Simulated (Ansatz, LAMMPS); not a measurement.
# Amorphous trans-polyacetylene (as short chains C28H32), from a frame at 250 K (180 atoms): geometry optimisation

Aim: bring amorphous trans-polyacetylene (as short chains C28H32), from a frame at 250 K (180 atoms) to a nearby minimum of the energy and see what moves.

Program: Ansatz 0.2.0. Level of theory: Kohn-Sham DFT, PBE+D3(BJ), PAW (set soft_2), plane waves. Results are calculated unless marked as measured.

**1. The starting structure**

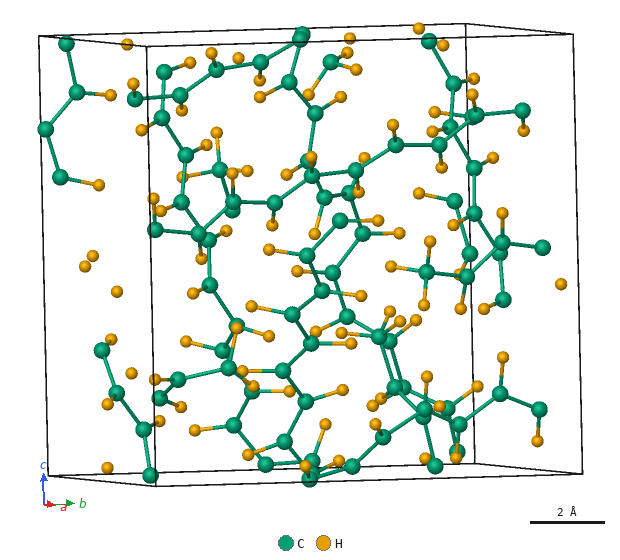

The starting structure, seen slightly off an axis (carbon teal, hydrogen orange). Bonds to atoms that aren't drawn are left out. Some periodic images of atoms are drawn too.

The cell holds 180 atoms: 84 C and 96 H. Cell: a = 11.950 Å, b = 11.950 Å, c = 11.950 Å, α = 90.0°, β = 90.0°, γ = 90.0°. 3 trans-polyacetylene chains of 13 units with methyl end groups placed at random, at 1.08 g/cm³; overlaps pushed apart, then 20 ps at 800 K with MMFF94 bonds, angles, torsions, charges and radii (Halgren, J. Comput. Chem. 17, 490 (1996)) in harmonic and 12-6 forms. Snapshot after 30 ps at 250 K and fixed volume.

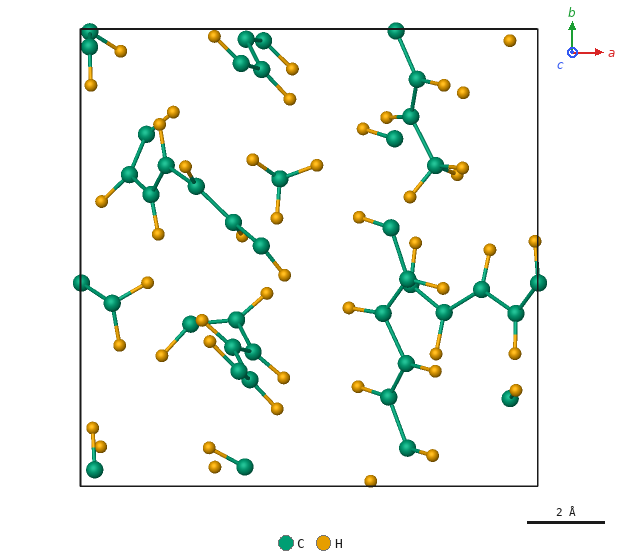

A slice 6 Å thick through the middle of the cell. Bonds to atoms that aren't drawn are left out.

Before any run, some limits are plain. The network of contacts between molecules at the start is that of the classical potential that made the cell. The density was typed from a rule of thumb and may lie off the real one at this temperature. Only the Γ point is sampled, in a cell whose shortest periodic width is 12 Å.

**2. Single point at the start**

The forces at the start show how far the geometry lies from a minimum of this functional.

The input, input.yaml:

```yaml
crystal:
  lattice:
    - [11.9497, 0.0, 0.0]
    - [0.0, 11.9497, 0.0]
    - [0.0, 0.0, 11.9497]
  atoms:
    - { symbol: C, position: [0.06944, 0.40006, 0.68611] }
    - { symbol: C, position: [0.00214, 0.44421, 0.5916] }
    - { symbol: C, position: [0.95264, 0.37766, 0.51294] }
    - { symbol: C, position: [0.87758, 0.43012, 0.4299] }
    [... 170 atom lines left out ...]
    - { symbol: H, position: [0.7066, 0.97008, 0.06871] }
    - { symbol: H, position: [0.72964, 0.13095, 0.17041] }
    - { symbol: H, position: [0.9441, 0.01753, 0.24099] }
    - { symbol: H, position: [0.89262, 0.26047, 0.21774] }
    - { symbol: H, position: [0.02868, 0.19334, 0.22822] }
    - { symbol: H, position: [0.9528, 0.20951, 0.35288] }
kpoints:
  mp_grid: { grid: [1, 1, 1] }
hamiltonian:
  xc: pbe
  dispersion: d3bj
scf:
  occupations: { method: fermi_dirac, width: 0.05 }
output:
  forces: true
  stress: true
  populations: true
  dos:
    method: { smearing: { sigma: 0.08 } }
    de: 0.1
    projected: { site_lists: { C: [C], H: [H] } }
  eigenvalues: true
```

The run is started by

```sh
> ansatz run input.yaml --threads 4 --pin off --max-ram 8192MiB --backend cpu --events-out ev --progress --plain --runs-dir out
```

It took 8.7 s on 4 threads of AMD EPYC 9R45, shared host; peak memory 2.1 GiB.

Read from the output:

| Quantity | Value |
| --- | --- |
| free energy | -22603.9221 eV |
| free energy per atom | -125.5773 eV/atom |
| SCF cycles | 10 |
| pressure | 5.222 GPa |
| r.m.s. force component | 0.9638 eV/Å |
| longest force | 4.109 eV/Å |
| Fermi energy | 1.9 eV |
| gap (highest filled to lowest empty level) | 1.299 eV |
| spilling of the projection | 0.01222 |

The r.m.s. force component of 0.96 eV/Å and the pressure of 5.2 GPa set the starting point.

Neighbours are counted within 1.34 Å (H-C), 1.85 Å (C-C).

Length of the force by element and coordination:

```
element  coordination  atoms  mean length of the force (eV/Å)  spread  least  most
      C           all     84                             1.90   0.893  0.362  4.11
      C             3     78                             1.89   0.905  0.362  4.11
      C             4      6                             1.92   0.719  0.895  3.21
      H           all     96                            0.989   0.635  0.120  3.44
```

**3. Relaxation**

The atoms are relaxed in the fixed cell, aiming at the force tolerance of the input.

input.yaml, the sections that differ from step 2:

```yaml
output:
  forces: true
relax:
  f_tol: 0.05
  max_steps: 200
# crystal, kpoints, hamiltonian, scf: as in step 2
```

Run time: 2.2 min. Hardware: 4 threads; peak memory 2.1 GiB; 8.3 min of CPU time.

Step by step (22 of 35):

```
step  energy less that of the first step (eV)  largest force component (eV/Å)
   1                                   0.0000                          3.7809
   3                                  -6.9837                          0.6220
   4                                  -7.4858                          0.3641
   6                                  -7.8795                          0.2154
   7                                  -7.9547                          0.2171
   9                                  -8.0140                          0.2403
  11                                  -8.0574                          0.1400
  12                                  -8.0678                          0.2463
  14                                  -8.0891                          0.0793
  16                                  -8.1067                          0.4805
  17                                  -8.1222                          0.3194
  19                                  -8.1524                          0.2533
  20                                  -8.1621                          0.3586
  22                                  -8.1547                          0.5246
  24                                  -8.1890                          0.0741
  25                                  -8.1914                          0.2296
  27                                  -8.1989                          0.0699
  29                                  -8.2046                          0.0918
  30                                  -8.2062                          0.0703
  32                                  -8.2077                          0.0285
  33                                  -8.2094                          0.0529
  35                                  -8.2106                          0.0348
```

Relaxation step 22 was tried and not accepted.

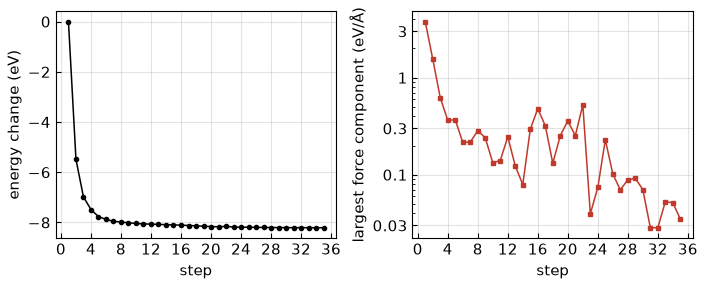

Energy and largest force along the relaxation.

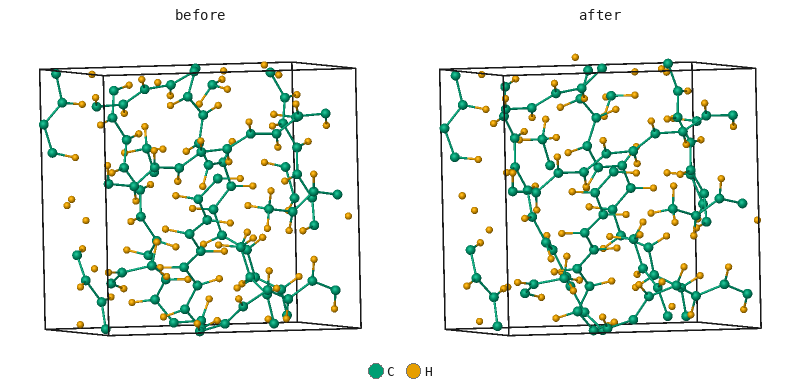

The structure before and after the relaxation, drawn at the same scale. Bonds to atoms that aren't drawn are left out.

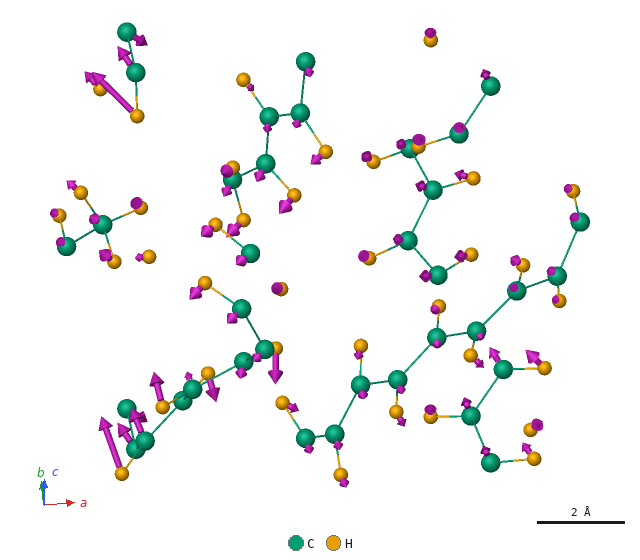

Displacements in the relaxation, scaled; the longest in the cell stands for 2.24 Å. Drawn is a slice 4 Å thick, seen at a slant to the ac plane. Bonds to atoms that aren't drawn are left out.

The atoms that moved most (Å):

```
atom      dx      dy      dz  length
H116  -1.514   1.241   1.087   2.239
H115  -0.614   1.584   1.341   2.165
H117   1.643  -0.482  -1.177   2.078
H119   1.565   0.200  -0.695   1.724
H118  -0.149  -1.086  -1.219   1.639
H112  -0.094  -1.158  -0.517   1.272
H113  -0.215   1.014   0.629   1.212
 C85  -0.347   0.831   0.584   1.073
```

The relaxation changed the energy by -45.6 meV/atom, and atoms moved by 0.62 Å r.m.s., 2.2 Å at most.

**4. Local order after relaxation**

Bonds before and after, by the cutoffs listed below:

```
pair  bonds before  bonds after  mean before (Å)  mean after (Å)  spread before (Å)  spread after (Å)
 H-C            96           96            1.087           1.095              0.030             0.003
 C-C            81           81            1.387           1.400              0.056             0.035
```

Density 1.08 g/cm³, 9.480 Å³ an atom.

g(r), total and by pair (bins of 0.2 Å):

```
r (Å)  total   H-H   H-C   C-C
 1.00   3.15  0.00  6.35  0.00
 1.20   0.30  0.00  0.60  0.00
 1.40   1.73  0.00  0.00  7.92
 1.60   0.00  0.00  0.00  0.00
 1.80   0.24  0.84  0.00  0.00
 2.00   0.15  0.11  0.23  0.00
 2.20   1.69  0.72  2.98  0.00
 2.40   0.90  1.71  0.00  1.92
 2.60   1.15  1.49  1.22  0.55
 2.80   0.89  0.77  1.34  0.00
 3.00   0.90  1.50  0.91  0.08
 3.20   0.88  1.18  0.98  0.24
 3.40   0.79  0.71  0.98  0.49
 3.60   0.95  0.87  1.01  0.92
 3.80   1.09  0.98  0.85  1.80
 4.00   1.07  0.91  1.15  1.08
 4.20   1.08  0.97  1.06  1.29
 4.40   0.99  0.91  0.87  1.34
 4.60   1.15  1.25  1.02  1.31
 4.80   1.10  1.15  0.99  1.29
 5.00   1.16  1.04  1.18  1.28
 5.20   1.04  1.01  1.06  1.04
 5.40   0.97  0.88  1.01  1.01
 5.60   0.93  0.98  0.91  0.92
 5.80   0.89  0.91  0.89  0.86
```

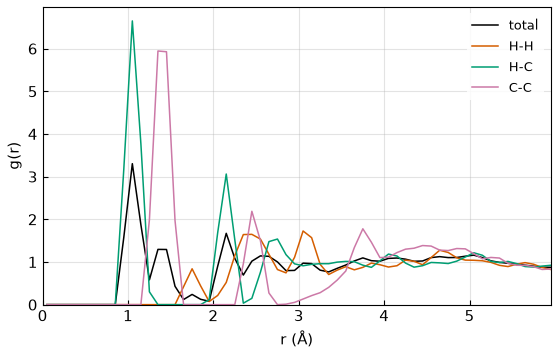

Pair distribution functions, lightly smoothed.

Bonds by pair of elements; cutoffs follow the first minimum of g(r), held within bounds set by covalent radii, and pairs that aren't listed don't count as bonded:

```
pair A-B  cutoff (Å)  bonds  mean length (Å)  spread (Å)  shortest (Å)  B about A  A about B
     H-C        1.34     96             1.09       0.003          1.09          1       1.14
     C-C        1.82     81              1.4       0.035          1.35       1.93       1.93
```

How many atoms have how many bonded neighbours:

```
element  mean   1   3  4
      C  3.07   0  78  6
      H     1  96   0  0
```

Bond angles, per cent of each kind in bins of 5°:

```
angle (°)  C-C-H  C-C-C  H-C-H
  105–110    0.0    0.0  100.0
  110–115   15.5    0.0    0.0
  115–120   79.3    3.9    0.0
  120–125    5.2   51.3    0.0
  125–130    0.0   41.0    0.0
  130–135    0.0    3.9    0.0
```

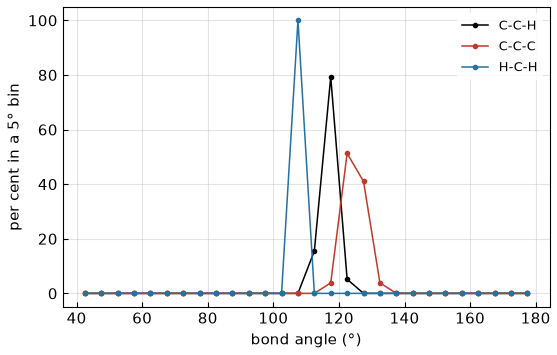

Distributions of the most common bond angles.

Bond angles (no mean is given where the spread exceeds 20°):

```
angle  count  mean (°)  spread (°)
C-C-H    174       117         2.4
C-C-C     78       125         2.8
H-C-H     18       108         1.2
```

Bond length by coordination (bonds to H left out):

```
element  coordination  atoms  mean bond length (Å)
      C             3     78                  1.40
      C             4      6                  1.49
```

By these cutoffs 93 % of C atoms have 3 and all H atoms have 1 bonded neighbour. The C-C-H angle averages 117° with a spread of 2°.

**5. Single point at the relaxed geometry**

The electronic structure is read at the final geometry, in a run of its own.

The input, input.yaml:

```yaml
crystal:
  lattice:
    - [11.9497, 0.0, 0.0]
    - [0.0, 11.9497, 0.0]
    - [0.0, 0.0, 11.9497]
  atoms:
    - { symbol: C, position: [0.04355, 0.38996, 0.72076] }
    - { symbol: C, position: [0.9871, 0.43268, 0.61832] }
    - { symbol: C, position: [0.93841, 0.3691, 0.53796] }
    - { symbol: C, position: [0.87119, 0.41668, 0.45093] }
    [... 170 atom lines left out ...]
    - { symbol: H, position: [0.69064, 0.01093, 0.06452] }
    - { symbol: H, position: [0.76321, 0.19183, 0.13615] }
    - { symbol: H, position: [0.96465, 0.04791, 0.20252] }
    - { symbol: H, position: [0.92253, 0.30382, 0.20296] }
    - { symbol: H, position: [0.04888, 0.23902, 0.15689] }
    - { symbol: H, position: [0.01139, 0.23342, 0.29871] }
kpoints:
  mp_grid: { grid: [1, 1, 1] }
hamiltonian:
  xc: pbe
  dispersion: d3bj
scf:
  occupations: { method: fermi_dirac, width: 0.05 }
output:
  forces: true
  stress: true
  populations: intrinsic
  dos:
    method: { smearing: { sigma: 0.1 } }
    de: 0.1
    projected: { site_lists: { C: [C], H: [H] } }
  eigenvalues: true
  write_density: true
  write_potential: true
  volumetric_format: npy
```

Wall time 8.9 s (4 threads); peak memory 2.1 GiB.

The program notes that the exchange-correlation potential is rough where the density is thin.

Numbers from this run:

```
free energy                                      : -22612.1328 eV
free energy per atom                             : -125.6230 eV/atom
SCF cycles                                       : 10
pressure                                         : 0.7384 GPa
r.m.s. force component                           : 0.00545 eV/Å
longest force                                    : 0.04498 eV/Å
Fermi energy                                     : 1.782 eV
gap (highest filled to lowest empty level) : 0.7651 eV
```

Intrinsic-atomic-orbital charges by element and coordination:

```
element  coordination  atoms  mean charge (e)  spread   least    most
      C           all     84           -0.193  0.0872   -0.51  -0.126
      C             3     78           -0.169  0.0122  -0.201  -0.126
      C             4      6           -0.505  0.0031   -0.51  -0.501
      H           all     96            0.169  0.0078   0.152   0.194
```

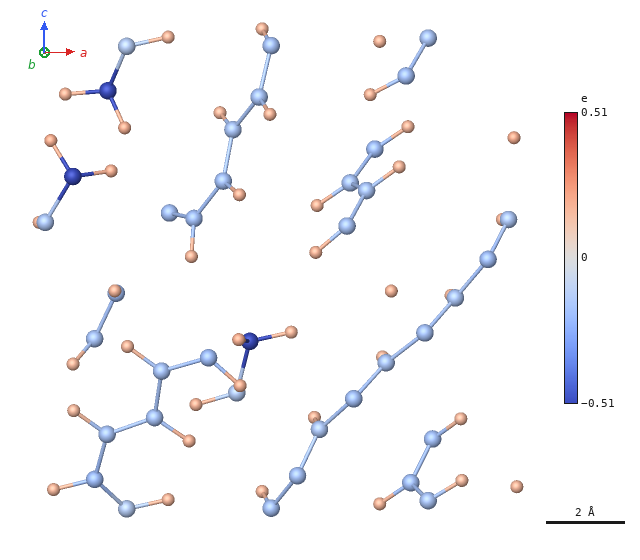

Atoms coloured by intrinsic-atomic-orbital charge. Drawn is a slice 4 Å thick, seen along the normal of the ac plane. Bonds to atoms that aren't drawn are left out.

States in the cell by windows of 1 eV, zero at the Fermi level; the larger projections on atomic orbitals stand beside the total:

```
from (eV)  to (eV)  total   C p   H s   C s
      -18      -17    2.3   0.1   0.4   1.8
      -17      -16   33.9   3.8   4.4  25.3
      -16      -15   17.8   4.1   2.1  11.4
      -15      -14   16.7   5.2   2.0   9.3
      -14      -13   12.8   4.7   1.7   6.3
      -13      -12   11.6   4.8   1.5   5.1
      -12      -11   11.4   5.2   1.7   4.4
      -11      -10   25.1  12.9   5.7   6.0
      -10       -9   31.8  16.2   8.5   6.6
       -9       -8   20.4  15.5   3.5   1.1
       -8       -7   30.4  23.4   5.3   1.3
       -7       -6   40.7  29.5   9.5   1.2
       -6       -5   55.7  41.5  12.8   0.9
       -5       -4   67.4  49.1  17.5   0.4
       -4       -3   22.6  20.9   1.6   0.1
       -3       -2   11.2  10.9   0.3   0.0
       -2       -1    8.8   8.5   0.2   0.0
       -1        0   11.1  10.8   0.2   0.0
        0        1    7.1   6.9   0.1   0.0
        1        2   10.8  10.3   0.2   0.0
        2        3   10.5   9.5   0.4   0.1
        3        4   23.1  13.8   3.8   1.1
        4        5   41.3  18.6   9.5   2.6
```

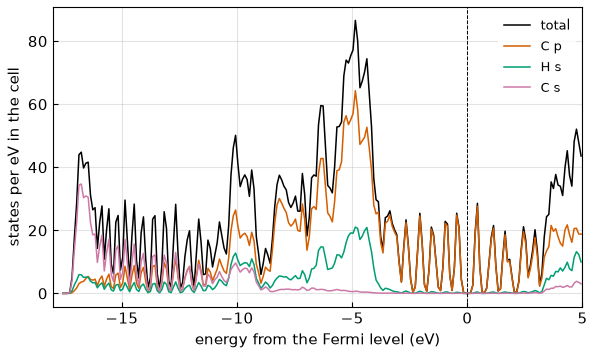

Total and projected density of states, with the broadening of the input.

The levels nearest the highest filled one (over half full), pooled over k-points and spins:

```
level less the highest filled one (eV)  occupation
                                -0.610           2
                                -0.526           2
                                -0.493           2
                               -0.0972           2
                               -0.0493           2
                                     0        2.00
                                 0.765       0.001
                                 0.790       0.001
                                 0.821           0
                                  1.36           0
                                  1.49           0
                                  1.53           0
```

Mean intrinsic-atomic-orbital charges: C -0.19, H +0.17 e. The largest share in the top eV of filled states is C p (98 % of the projected weight), and in the lowest eV of empty states C p (98 % of the projected weight).

1 further run on a deliberately doubtful input is not shown.

**6. Results**

```yaml
energy_change_in_the_relaxation: -45.62 meV/atom
r_m_s_displacement: 0.621 Å
largest_displacement: 2.239 Å
free_energy_per_atom: -125.6230 eV/atom
pressure: 0.7384 GPa
r_m_s_force_component: 0.00545 eV/Å
spacing_of_highest_filled_and_lowest_empty_level: 0.7651 eV
wall_time_of_the_5_dft_runs_those_left_out_included: 3.6 min
```

What this shows: Relaxation lowers the energy by 45.6 meV/atom and moves atoms by 0.62 Å r.m.s.; the r.m.s. force component goes from 0.96 to 0.0054 eV/Å, the pressure goes from 5.2 to 0.74 GPa, and the gap from 1.30 to 0.765 eV. By the final cutoffs no bond was broken or made. From the first step to the last the energy fell by 8.211 eV, and the largest move was 2.24 Å (H116). The C-C bonds change most in mean length: from 1.387 Å (spread 0.056) to 1.400 Å (spread 0.035). By these cutoffs 93 % of C atoms have 3 and all H atoms have 1 bonded neighbour. Between filled and empty levels lie 0.765 eV (at Γ alone); a semilocal functional tends to put such gaps too low. It is the spacing of short capped chains, not of the long polymer. In a disordered cell it changes from sample to sample, and tail or defect levels can set it.

Caveats: The network of contacts between molecules at the start is that of the classical potential that made the cell; in DFT atoms moved by 0.62 Å r.m.s.

[Logs are printed without paths, hosts, clocks, repeated set-up lines and the standing remarks that a program may print on its own settings, such as how far it seeks lower states.]

[Hosts, paths, dates, database ids (printed as entryN), source tags and the programs' standing remarks are cut or masked in the printed files.]

[The MMFF94 radii named for the starting cell were scaled by 0.96; in molecules described by MMFF94, hydrogen bound to N, O or S took a small fixed 12-6 site in their place.]
